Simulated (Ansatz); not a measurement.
# Photoemission of amorphous SiO, part 3 of 8

Aim: make a small model of amorphous SiO and see how disorder spreads its core levels and valence spectrum.

Ansatz 0.2.0; DFT, PBE, plane-wave PAW, scalar-relativistic; PAW set soft_1.

So far. Step 3 (Dynamics at 3400 K): Beyond half the shortest lattice vector, 4.2 Å, g(r) counts periodic images.

## Step 4: Dynamics at 1870 K

A short run with the thermostat set to 1870 K, starting from rest and too brief to equilibrate, lets it settle further; the cutoff and mesh are cut down, since only a plausible structure is wanted.

File input.yaml:

```yaml
crystal:
  lattice:
    - [8.4942445963, 0.0, 0.0]
    - [0.0, 8.4942445963, 0.0]
    - [0.0, 0.0, 8.4942445963]
  atoms:
    - { symbol: Si, position: [0.9889738984, 0.6631655132, 0.6544751418] }
    - { symbol: Si, position: [0.131631393, 0.6627949736, 0.2633489763] }
    - { symbol: Si, position: [0.6668078007, 0.3778221335, 1.0449363269] }
    - { symbol: Si, position: [0.4491803862, 1.1192937622, 0.620033847] }
    - { symbol: Si, position: [0.4471585277, 0.701023573, 1.0169416082] }
    - { symbol: Si, position: [0.384672344, 0.6144617064, 0.6364269685] }
    - { symbol: Si, position: [0.6567876208, 0.8033857028, 0.6372088743] }
    - { symbol: Si, position: [0.5515333647, 0.6118199876, 0.3584483239] }
    - { symbol: Si, position: [-0.1028701759, -0.0134754657, 1.0951696514] }
    - { symbol: Si, position: [-0.1594481206, 0.9742298334, 0.6971073132] }
    - { symbol: Si, position: [0.2574961249, 0.3182770591, 1.1963361459] }
    - { symbol: Si, position: [0.729030338, 0.6641884317, -0.0810391504] }
    - { symbol: Si, position: [0.114606521, 0.3911782979, 0.7807266103] }
    - { symbol: Si, position: [0.6370245332, 0.3004824787, 0.305108858] }
    - { symbol: Si, position: [0.1029620738, 0.6980205017, 1.0017870084] }
    - { symbol: Si, position: [0.8912033603, 0.3193386994, 0.5137384731] }
    - { symbol: Si, position: [0.6827807467, 1.2550252905, 0.7773784054] }
    - { symbol: Si, position: [0.2060502815, 0.934845972, 0.543746358] }
    - { symbol: O, position: [-0.2755909306, 0.0067312886, 1.1634327457] }
    - { symbol: O, position: [0.2913031694, 0.4180661544, 0.6982226201] }
    - { symbol: O, position: [0.8922657344, -0.2176664413, 0.0969722181] }
    - { symbol: O, position: [0.4845654598, 1.2018457159, 0.3993680137] }
    - { symbol: O, position: [0.2510993775, 0.3322283445, 0.995019945] }
    - { symbol: O, position: [0.4569087981, 0.5164658418, 0.9411151612] }
    - { symbol: O, position: [0.5066717549, 1.2105581088, 0.7817563799] }
    - { symbol: O, position: [0.7396961208, 1.0461216869, 0.8544669803] }
    - { symbol: O, position: [1.0468347362, 0.096949527, 0.0738847405] }
    - { symbol: O, position: [0.2660415787, 0.0879427877, 0.6546392134] }
    - { symbol: O, position: [0.9033132447, 0.0817286214, 0.5401575817] }
    - { symbol: O, position: [-0.2127755703, 0.5200065126, 1.0347847912] }
    - { symbol: O, position: [0.2467580281, 0.7787936, -0.0237912111] }
    - { symbol: O, position: [0.5434370716, 0.9446951405, 0.5924104991] }
    - { symbol: O, position: [0.2542573502, 0.7639619648, 0.6439470542] }
    - { symbol: O, position: [0.0360350599, 0.6107428467, 0.8612422948] }
    - { symbol: O, position: [0.272779635, 0.4911515366, 0.2743453919] }
    - { symbol: O, position: [0.4378701919, 0.663724272, 0.2161444576] }
kpoints:
  mp_grid: { grid: [1, 1, 1] }
scf:
  occupations: { method: fermi_dirac, width: 0.1 }
  n_extra_bands: 24
hamiltonian:
  xc: pbe
  pseudopotentials: { kind: paw, azcp: { folder: soft_1 } }
output:
  forces: true
basis:
  ecutwfc: 320
md:
  timestep: 1.5
  n_steps: 396
  ensemble: nvt_langevin
  temperature: 1870
  seed: 1
```

The run is started by

```bash
> ansatz run input.yaml --threads 8 --pin off --max-ram 23552MiB --backend cpu --events-out ev --progress --plain --runs-dir out
```

Numbers of over 12 decimals in the logs are rounded to 6 here.

Output:

```text
[...]
Crystal: 36 atoms, lattice volume = 612.878 Å³
Basis set: ecut = 320 eV, 8025 PW (Γ), exchange–correlation on 100×100×100 points (8 copies of the dense FFT grid, shifted against one another)
Bands: 114, of which v1, the nominal top of the filled ones, is band 90 counted from 1 (89 counted from 0)
Symmetry: 1 space group operations
k-points: 1
[...]
SCF iter   1: F=—  HF=-21653.584574 eV  |F-HF|=—  |Δ(HF+E_count)|=         —  Δρ=6.62e-2  dr2=4.70e1  ethr=3.10e-3  ⟨swp⟩=9.0  Hψ=634  notcnv=0  defer=4
[...]
SCF iter  14: F=-21643.327685 eV  HF=-21643.327685 eV  |F-HF|=1.87e-8  |Δ(HF+E_count)|=   1.05e-8  Δρ=2.14e-6  dr2=3.35e-8  ethr=2.00e-11  ⟨swp⟩=4.0  Hψ=388  notcnv=0
SCF 1 converged in 14 iterations: F = -21643.327685 eV  dr2 = 3.35e-8
[...]
md step     0: t =     0.00 fs  T =     0.0 K  F+E_penalty+E_count = -21643.32768451 eV  E_kin = 0.000000 eV  (14 SCF iters)
[...]
SCF iter   8: F=-21643.669195 eV  HF=-21643.669195 eV  |F-HF|=8.85e-9  |Δ(HF+E_count)|=   2.22e-9  Δρ=1.31e-6  dr2=1.38e-8  ethr=2.00e-11  ⟨swp⟩=4.0  Hψ=373  notcnv=0
SCF 2 converged in 8 iterations: F = -21643.669195 eV  dr2 = 1.38e-8
md step     1: t =     1.50 fs  T =   125.7 K  F+E_penalty+E_count = -21643.66919460 eV  E_kin = 0.585071 eV  (8 SCF iters)
[...]
SCF iter   9: F=-21644.541896 eV  HF=-21644.541896 eV  |F-HF|=1.05e-8  |Δ(HF+E_count)|=   2.26e-9  Δρ=1.47e-6  dr2=1.64e-8  ethr=2.00e-11  ⟨swp⟩=4.0  Hψ=373  notcnv=0
SCF 3 converged in 9 iterations: F = -21644.541896 eV  dr2 = 1.64e-8
md step     2: t =     3.00 fs  T =   365.2 K  F+E_penalty+E_count = -21644.54189607 eV  E_kin = 1.699334 eV  (9 SCF iters)
[... from here on, the SCF cycles and remarks between the steps are left out ...]
md step     3: t =     4.50 fs  T =   654.6 K  F+E_penalty+E_count = -21645.67548045 eV  E_kin = 3.046131 eV  (10 SCF iters)
md step     4: t =     6.00 fs  T =   855.2 K  F+E_penalty+E_count = -21646.81137101 eV  E_kin = 3.979576 eV  (10 SCF iters)
md step     5: t =     7.50 fs  T =  1127.9 K  F+E_penalty+E_count = -21647.80707583 eV  E_kin = 5.248530 eV  (8 SCF iters)
md step     6: t =     9.00 fs  T =  1308.0 K  F+E_penalty+E_count = -21648.67915609 eV  E_kin = 6.086748 eV  (8 SCF iters)
md step     7: t =    10.50 fs  T =  1435.1 K  F+E_penalty+E_count = -21649.45892797 eV  E_kin = 6.677988 eV  (8 SCF iters)
md step     8: t =    12.00 fs  T =  1636.1 K  F+E_penalty+E_count = -21650.17558219 eV  E_kin = 7.613495 eV  (8 SCF iters)
md step     9: t =    13.50 fs  T =  1670.1 K  F+E_penalty+E_count = -21650.81313745 eV  E_kin = 7.771526 eV  (7 SCF iters)
md step    10: t =    15.00 fs  T =  1766.0 K  F+E_penalty+E_count = -21651.35376967 eV  E_kin = 8.217962 eV  (10 SCF iters)
md step    11: t =    16.50 fs  T =  1939.4 K  F+E_penalty+E_count = -21651.83857684 eV  E_kin = 9.024892 eV  (8 SCF iters)
md step    12: t =    18.00 fs  T =  2005.0 K  F+E_penalty+E_count = -21652.23086091 eV  E_kin = 9.329947 eV  (8 SCF iters)
md step    13: t =    19.50 fs  T =  2135.8 K  F+E_penalty+E_count = -21652.48827524 eV  E_kin = 9.938545 eV  (8 SCF iters)
md step    14: t =    21.00 fs  T =  2225.4 K  F+E_penalty+E_count = -21652.62841391 eV  E_kin = 10.355374 eV  (8 SCF iters)
md step    15: t =    22.50 fs  T =  2347.2 K  F+E_penalty+E_count = -21652.70679018 eV  E_kin = 10.922520 eV  (8 SCF iters)
md step    16: t =    24.00 fs  T =  2320.5 K  F+E_penalty+E_count = -21652.75900018 eV  E_kin = 10.797978 eV  (8 SCF iters)
md step    17: t =    25.50 fs  T =  2349.4 K  F+E_penalty+E_count = -21652.80189106 eV  E_kin = 10.932417 eV  (9 SCF iters)
md step    18: t =    27.00 fs  T =  2442.6 K  F+E_penalty+E_count = -21652.88756676 eV  E_kin = 11.366359 eV  (8 SCF iters)
md step    19: t =    28.50 fs  T =  2479.7 K  F+E_penalty+E_count = -21652.97631547 eV  E_kin = 11.538844 eV  (9 SCF iters)
md step    20: t =    30.00 fs  T =  2407.4 K  F+E_penalty+E_count = -21652.96766929 eV  E_kin = 11.202730 eV  (13 SCF iters)
md step    21: t =    31.50 fs  T =  2428.1 K  F+E_penalty+E_count = -21652.81021093 eV  E_kin = 11.298660 eV  (9 SCF iters)
md step    22: t =    33.00 fs  T =  2390.1 K  F+E_penalty+E_count = -21652.52818209 eV  E_kin = 11.121987 eV  (10 SCF iters)
md step    23: t =    34.50 fs  T =  2246.4 K  F+E_penalty+E_count = -21652.21785187 eV  E_kin = 10.453479 eV  (10 SCF iters)
md step    24: t =    36.00 fs  T =  2257.5 K  F+E_penalty+E_count = -21651.98210228 eV  E_kin = 10.505160 eV  (10 SCF iters)
md step    25: t =    37.50 fs  T =  2157.9 K  F+E_penalty+E_count = -21651.81727151 eV  E_kin = 10.041361 eV  (10 SCF iters)
md step    26: t =    39.00 fs  T =  2088.1 K  F+E_penalty+E_count = -21651.72457414 eV  E_kin = 9.716542 eV  (9 SCF iters)
md step    27: t =    40.50 fs  T =  2045.8 K  F+E_penalty+E_count = -21651.68249217 eV  E_kin = 9.519790 eV  (9 SCF iters)
md step    28: t =    42.00 fs  T =  2150.8 K  F+E_penalty+E_count = -21651.66084736 eV  E_kin = 10.008297 eV  (9 SCF iters)
md step    29: t =    43.50 fs  T =  2250.1 K  F+E_penalty+E_count = -21651.64605988 eV  E_kin = 10.470636 eV  (8 SCF iters)
md step    30: t =    45.00 fs  T =  2244.0 K  F+E_penalty+E_count = -21651.58143230 eV  E_kin = 10.441972 eV  (12 SCF iters)
md step    31: t =    46.50 fs  T =  2190.6 K  F+E_penalty+E_count = -21651.49678751 eV  E_kin = 10.193509 eV  (9 SCF iters)
md step    32: t =    48.00 fs  T =  2117.1 K  F+E_penalty+E_count = -21651.37641281 eV  E_kin = 9.851456 eV  (9 SCF iters)
md step    33: t =    49.50 fs  T =  2280.3 K  F+E_penalty+E_count = -21651.26048561 eV  E_kin = 10.611089 eV  (8 SCF iters)
md step    34: t =    51.00 fs  T =  2424.4 K  F+E_penalty+E_count = -21651.20601540 eV  E_kin = 11.281434 eV  (8 SCF iters)
md step    35: t =    52.50 fs  T =  2427.2 K  F+E_penalty+E_count = -21651.19021318 eV  E_kin = 11.294828 eV  (7 SCF iters)
md step    36: t =    54.00 fs  T =  2490.9 K  F+E_penalty+E_count = -21651.22475489 eV  E_kin = 11.590942 eV  (7 SCF iters)
md step    37: t =    55.50 fs  T =  2482.6 K  F+E_penalty+E_count = -21651.30684725 eV  E_kin = 11.552622 eV  (8 SCF iters)
md step    38: t =    57.00 fs  T =  2509.3 K  F+E_penalty+E_count = -21651.35196683 eV  E_kin = 11.676667 eV  (8 SCF iters)
md step    39: t =    58.50 fs  T =  2537.4 K  F+E_penalty+E_count = -21651.29259345 eV  E_kin = 11.807543 eV  (8 SCF iters)
[...]
md step    53: t =    79.50 fs  T =  2576.4 K  F+E_penalty+E_count = -21651.56369345 eV  E_kin = 11.988911 eV  (8 SCF iters)
md step    54: t =    81.00 fs  T =  2603.2 K  F+E_penalty+E_count = -21651.96064193 eV  E_kin = 12.113624 eV  (8 SCF iters)
md step    55: t =    82.50 fs  T =  2655.7 K  F+E_penalty+E_count = -21652.36270859 eV  E_kin = 12.357715 eV  (8 SCF iters)
md step    56: t =    84.00 fs  T =  2643.2 K  F+E_penalty+E_count = -21652.65976783 eV  E_kin = 12.299880 eV  (8 SCF iters)
md step    57: t =    85.50 fs  T =  2639.9 K  F+E_penalty+E_count = -21652.81701240 eV  E_kin = 12.284597 eV  (8 SCF iters)
md step    58: t =    87.00 fs  T =  2617.0 K  F+E_penalty+E_count = -21652.80596065 eV  E_kin = 12.178057 eV  (8 SCF iters)
md step    59: t =    88.50 fs  T =  2439.0 K  F+E_penalty+E_count = -21652.62890307 eV  E_kin = 11.349401 eV  (8 SCF iters)
md step    60: t =    90.00 fs  T =  2412.1 K  F+E_penalty+E_count = -21652.36750773 eV  E_kin = 11.224266 eV  (11 SCF iters)
md step    61: t =    91.50 fs  T =  2207.9 K  F+E_penalty+E_count = -21652.09516232 eV  E_kin = 10.274175 eV  (7 SCF iters)
md step    62: t =    93.00 fs  T =  2129.8 K  F+E_penalty+E_count = -21651.84872426 eV  E_kin = 9.910719 eV  (8 SCF iters)
md step    63: t =    94.50 fs  T =  2071.4 K  F+E_penalty+E_count = -21651.62853239 eV  E_kin = 9.639015 eV  (7 SCF iters)
SCF iter   1: F=—  HF=-21651.473771 eV  |F-HF|=—  |Δ(HF+E_count)|=         —  Δρ=5.71e-4  dr2=1.40e-3  ethr=7.65e-6  ⟨swp⟩=4.0  Hψ=343  notcnv=0  defer=5
[...]
SCF iter   7: F=-21651.472947 eV  HF=-21651.472947 eV  |F-HF|=1.23e-8  |Δ(HF+E_count)|=   1.18e-8  Δρ=1.61e-6  dr2=1.99e-8  ethr=2.00e-11  ⟨swp⟩=5.0  Hψ=391  notcnv=0
SCF 65 converged in 7 iterations: F = -21651.472947 eV  dr2 = 1.99e-8
md step    64: t =    96.00 fs  T =  2043.8 K  F+E_penalty+E_count = -21651.47294651 eV  E_kin = 9.510575 eV  (7 SCF iters)
SCF iter   1: F=—  HF=-21651.383247 eV  |F-HF|=—  |Δ(HF+E_count)|=         —  Δρ=6.07e-4  dr2=2.15e-3  ethr=7.78e-6  ⟨swp⟩=4.0  Hψ=347  notcnv=0  defer=5
[...]
SCF iter   4: F=—  HF=-21651.382865 eV  |F-HF|=—  |Δ(HF+E_count)|=   3.17e-5  Δρ=3.09e-5  dr2=9.90e-6  ethr=6.32e-8  ⟨swp⟩=
```

Run time: 4.3 min. Hardware: 8 threads of Arm Neoverse V2, shared host; peak memory 0.53 GiB; 29 min of CPU time.

The trajectory, sampled:

```tsv
time (fs)	T (K)	potential (meV/atom)
0.0	0	0.0
39.0	2088	-233.2
79.5	2576	-228.8
118.5	2610	-216.4
159.0	1994	-269.1
198.0	2194	-297.2
237.0	2210	-309.7
277.5	2091	-347.7
316.5	1641	-355.3
357.0	2027	-381.0
396.0	1671	-343.8
435.0	1822	-316.4
475.5	2054	-411.5
514.5	1891	-413.8
555.0	2085	-448.4
594.0	1511	-427.7
```

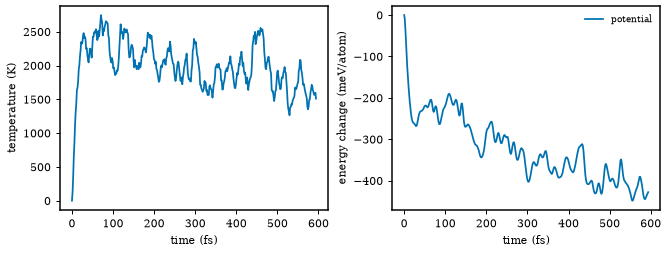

Temperature and energies against time.

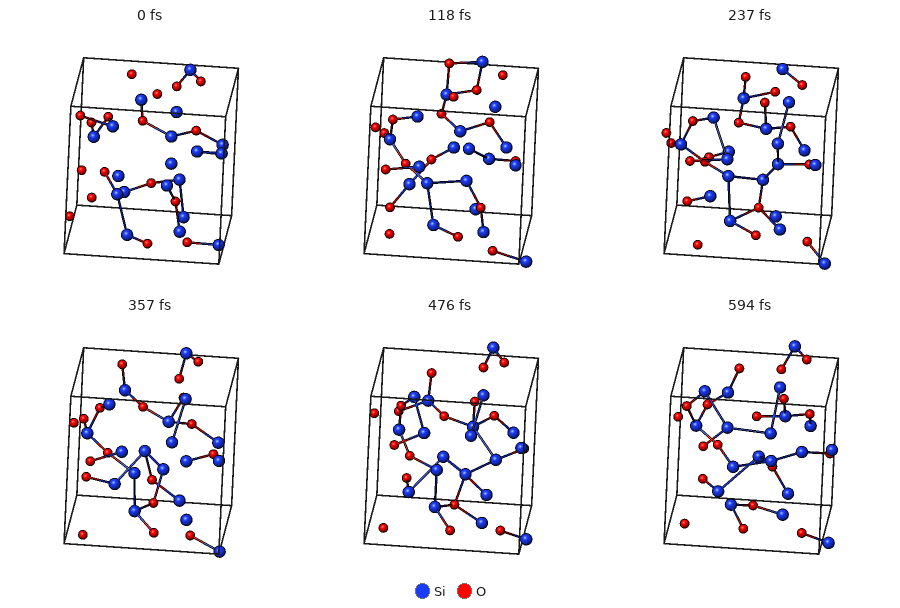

6 frames of the run. Bonds to atoms that aren't drawn are left out.

Mean square displacement at the end: Si 1.0 Å², O 1.5 Å².

Positions (Å) and forces (eV/Å) at 594.0 fs:

```xyz
36
Lattice="8.494 0.000 0.000 0.000 8.494 0.000 0.000 0.000 8.494" Properties=species:S:1:pos:R:3:forces:R:3 pbc="T T T"
Si    7.493    5.485    6.414   -0.359    0.917   -0.230
Si    1.489    4.482    3.040   -0.588   -0.087   -0.207
Si    4.345    3.278    9.608    0.705    0.176   -0.770
Si    3.610    9.621    5.276   -1.143    1.715    0.985
Si    3.324    6.064    8.894   -0.667   -0.476   -0.566
Si    2.706    5.918    5.866    0.730   -4.349   -1.069
Si    4.730    7.055    4.545   -0.573    1.891   -0.540
Si    3.760    5.325    3.583   -0.258   -0.193   -0.856
Si   -0.991    0.438    8.849    6.506    0.767   -0.862
Si   -1.149    8.870    5.656    0.150   -3.958   -2.670
Si    1.696    2.366    9.436   -2.050   -0.598   -0.462
Si    5.787    5.765    0.027   -0.568   -0.627   -1.072
Si    0.920    2.600    6.402   -0.170    5.850    3.117
Si    5.330    3.369    3.626   -1.252    0.304   -0.320
Si    0.344    6.103    9.124   -0.283    1.649    2.029
Si    6.928    3.071    6.387    0.026   -0.603    0.083
Si    5.160   10.115    7.798   -0.834    4.199    0.002
Si    0.493    7.176    4.661   -1.353   -0.509   -0.426
O    -2.441    0.907    8.911   -2.467   -0.633    1.715
O     1.913    4.299    5.477   -0.091    1.694    0.637
O     7.729   -1.039    0.892    0.823   -3.131    0.242
O     4.206   10.892    4.459    0.085   -0.240    1.216
O     1.418    3.198    7.998   -0.966   -2.331   -0.964
O     3.705    5.866    7.192   -0.683    0.705    0.541
O     4.550    9.120    6.676   -1.559   -0.054   -1.745
O     7.843    8.900    7.126    0.626   -0.046    4.314
O     8.669    1.395    1.100   -0.151    0.051   -0.897
O     1.983    1.581    5.993    4.183   -3.198   -2.242
O     6.844    1.789    5.198   -0.596    1.772   -1.688
O    -2.740    4.115    8.746   -0.717    1.141    1.446
O     1.789    6.892    0.401    1.546   -1.228    0.870
O     3.480    8.509    4.152    1.141   -2.409    0.513
O     1.745    7.188    5.762   -0.790    0.597    0.893
O     0.129    5.409    7.678   -0.446   -0.189    0.074
O     0.182    5.169    2.073    1.048    0.797   -1.923
O     3.080    4.406    0.733    0.999    0.634    0.836
```

The pair distribution g(r) has structure finer than the step of the table below, so its rows give means over 0.25 Å, whole bins alone (the curve runs from 0.0372 to 5.91 Å). Peaks (Å: height): Si–Si 2.490: 2.04, 2.639: 1.75, 2.861: 1.92, 3.159: 2.03, 4.274: 1.39, 4.497: 1.53, 4.868: 1.90; Si–O 1.672: 8.69, 5.091: 1.57; O–O 2.713: 4.20, 3.084: 1.33, 3.307: 1.34, 3.605: 1.56, 3.902: 1.03, 4.943: 1.55, 5.314: 1.43.

From the last frames. The pair distribution g(r) by r; means over each step:

```tsv
r (Å)	Si–Si	Si–O	O–O
1.25	0	0	0
1.50	0	2.19	0
1.75	0	5.03	0
2.00	0.00284	0.221	0
2.25	0.351	0.146	0.0985
2.50	1.32	0.271	1.69
2.75	1.33	0.572	3.48
3.00	1.32	0.839	1.21
3.25	1.58	1.19	0.874
3.50	0.609	1.07	0.784
3.75	0.717	1.25	0.564
4.00	0.954	1.18	0.576
4.25	0.886	0.958	0.635
4.50	1.04	0.819	1.04
4.75	1.21	0.812	1.11
5.00	1.00	1.13	1.11
5.25	0.919	1.09	1.05
5.50	1.01	1.01	1.03
5.75	0.926	1.13	0.937
```

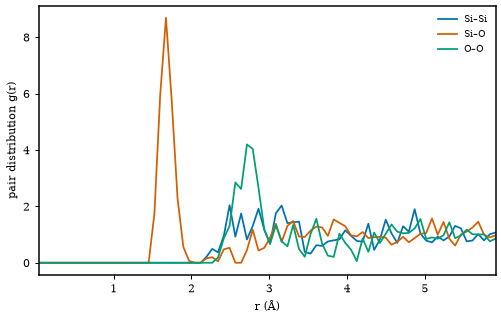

Pair distribution g(r), plotted against r.

Beyond half the shortest lattice vector, 4.2 Å, g(r) counts periodic images.

This step gave:

```yaml
free_energy: -21658.7254 eV
energy_at_zero_smearing: -21658.6773 eV
smearing_term_ts: 0.09609 eV
fermi_energy: 4.528 eV
gap_on_the_k_mesh: 0.5600 eV
```

[end of part 3 of 8]

[Logs are printed without paths, hosts, clocks, repeated set-up lines and the standing remarks that a program may print on its own settings, such as how far it seeks lower states.]

[Hosts, paths, dates, database ids (printed as entryN), source tags and the programs' standing remarks are cut or masked in the printed files.]

[Maps of the electrostatic potential energy from Ansatz leave out the sawtooth potential of an applied field or a dipole correction, so their vacuum need not be flat; work functions include it.]
